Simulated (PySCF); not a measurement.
```
atom    x (Å)    y (Å)    z (Å)
   C   3.2403   0.7091   0.1524
   C   2.0695   0.4522   0.0996
   C   0.6869   0.1499   0.0338
   C   0.0751  -0.6078   1.0380
   O  -1.1499  -0.9168   1.0467
  Al  -2.5006  -0.5481  -0.1228
   O  -1.3242   0.3754  -1.1664
   C  -0.0888   0.6054  -1.0374
   H   4.2639   0.9334   0.1991
   H   0.6936  -0.9585   1.8748
   H  -3.4720   0.4494   0.5319
   H  -2.8999  -1.8445  -0.8491
   H   0.4017   1.2016  -1.8183
```

Geometry: GFN2-xTB.

Computed with PBE0/pcSseg-1, SCF density, gas phase, non-relativistic (PySCF 2.14.0).

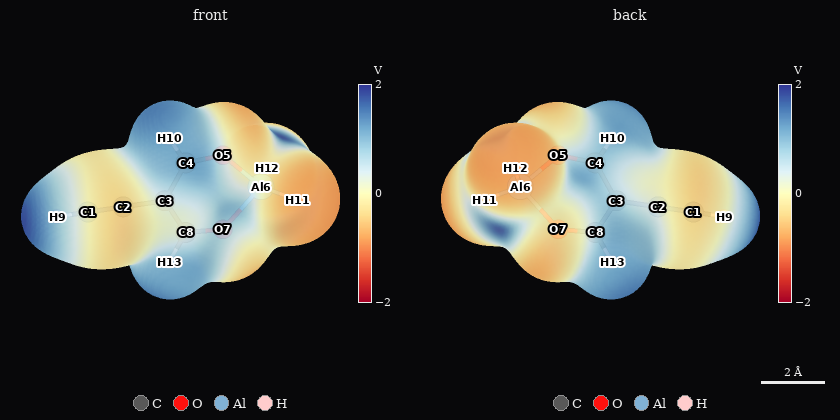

C$_{5}$H$_{5}$AlO$_{2}$ (SMILES C#CC1=C[O][AlH2-][O+]=C1). The molecular electrostatic potential painted on the density surface at 0.002 e/bohr³, seen from the front and from behind; the colour scale runs from red (negative) to blue (positive).

Describe the electrostatic potential map.

Answer. The most negative region (about −0.9 V) lies over H11 and H12, the most positive (about +1.8 V) over Al6 and H9.
